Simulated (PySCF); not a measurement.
```yaml
atoms:
  - { symbol: Si, position_ang: [-1.5408, -2.2150, -0.6101] }
  - { symbol: O, position_ang: [-1.2018, -1.4610, 0.8293] }
  - { symbol: Si, position_ang: [-0.6441, -0.1013, 1.5656] }
  - { symbol: O, position_ang: [-1.4962, 1.2010, 1.0372] }
  - { symbol: Si, position_ang: [-2.1237, 2.0068, -0.2700] }
  - { symbol: O, position_ang: [0.9504, 0.0990, 1.2061] }
  - { symbol: Si, position_ang: [2.0438, 0.0064, -0.0421] }
  - { symbol: P, position_ang: [4.1061, -0.0351, 0.8669] }
  - { symbol: H, position_ang: [-0.8324, -3.5254, -0.6564] }
  - { symbol: H, position_ang: [-1.0832, -1.3647, -1.7529] }
  - { symbol: H, position_ang: [-3.0112, -2.4341, -0.7219] }
  - { symbol: H, position_ang: [-0.7991, -0.2243, 3.0227] }
  - { symbol: H, position_ang: [-2.9150, 1.0628, -1.1175] }
  - { symbol: H, position_ang: [-3.0101, 3.0962, 0.2241] }
  - { symbol: H, position_ang: [-1.0217, 2.5871, -1.0942] }
  - { symbol: H, position_ang: [1.8496, -1.2675, -0.8033] }
  - { symbol: H, position_ang: [1.8255, 1.1537, -0.9750] }
  - { symbol: H, position_ang: [4.7273, 0.0434, -0.4201] }
  - { symbol: H, position_ang: [4.1454, 1.3790, 1.0700] }
```

Geometry: PBE0-D3(BJ)/def2-SVP.

Computed with PySCF 2.14.0, CAM-B3LYP/def2-SVPD, SCF density, gas phase.

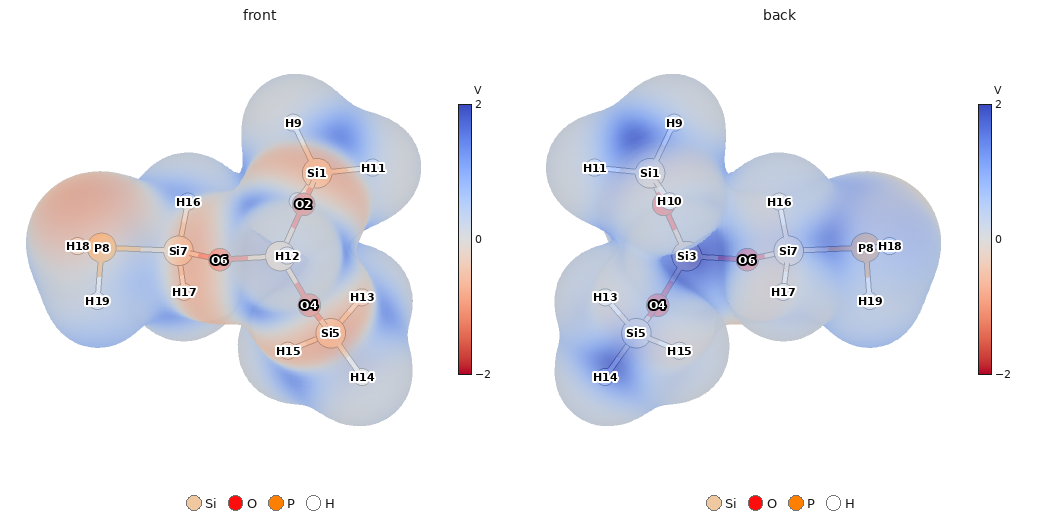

H11O3PSi4. The electrostatic potential painted on the density surface at 0.002 e/bohr³, seen from the front and from behind; the colour scale runs from red (negative) to blue (positive).

Where is the surface potential most negative and most positive?

The most negative region (about −0.7 V) lies over O2, O4, O6 and P8, the most positive (about +1.7 V) over Si1, Si3, Si5 and Si7.

How polar is the molecule by this calculation?

Its dipole moment is 1.46 D.
